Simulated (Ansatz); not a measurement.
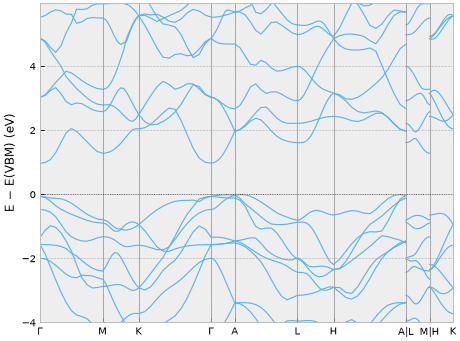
Figure. Band structure from LDA (plane waves, PAW; program Ansatz)

The gap is 0.97 eV; an edge lies off the plotted path or next to a special point (maximum off the standard path, minimum at Γ).

### Question
Pick the material that matches.
A) ZnCdSeS, P3m1 (Zn on 1b, Cd on 1a, Se on 1b, S on 1a)
B) HfS2, CdI2 type
C) HgS, P3_221 (Hg on 3a, S on 3b)

### Answer
C, HgS, P3_221 (Hg on 3a, S on 3b)

Symmetry was held in the LDA relaxation. A crystal of weakly bound chains computed without a dispersion correction: the cell and the soft elastic constants depend strongly on that. Scalar-relativistic: spin–orbit coupling is off unless named, which matters more the heavier the elements.

Potentials: the later of the program's two PAW sets.
